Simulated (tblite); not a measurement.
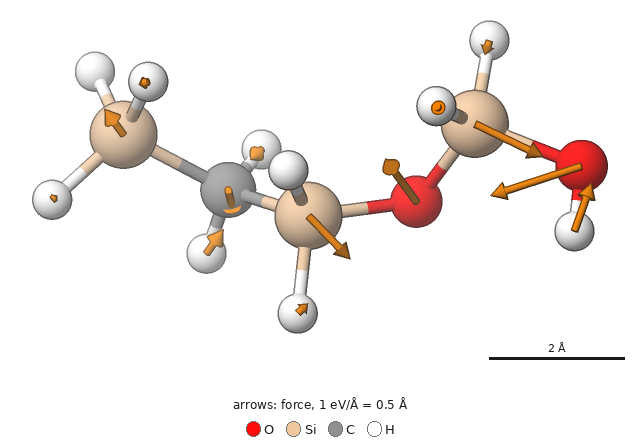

Starting geometry of CH10O2Si3 with the computed forces as orange arrows. Style: ball-and-stick. Shown at a tilt.

Theory: GFN2-xTB geometry optimisation, gas phase (tblite 0.8.0). 

Is this structure relaxed? If not, where do the atoms go?

Answer. It isn't relaxed: the largest force vector, on an O atom, is 2.89 eV/Å. The final displacements have little in common with the starting forces (cosine between the two patterns 0.15). The largest move after the best rigid fit is that of an H atom, 1.80 Å. Largest moves by element: H 1.80 Å, O 0.91 Å, Si 0.84 Å, C 0.28 Å. Among the contacts that change: Si–Si 2.849 → 3.169 Å, O–Si 1.740 → 1.619 Å, O–Si 1.706 → 1.619 Å, C–Si 1.849 → 1.895 Å. Bond angles that change, for instance: Si–O–Si 114.1° → 155.7°, Si–O–H 106.7° → 121.7°, O–Si–H 104.7° → 111.8°. Groups turn about O–Si by about 85°, C–Si by about 70°, O–Si by about 60°. Over 196 geometry steps the energy falls by 0.995 eV.
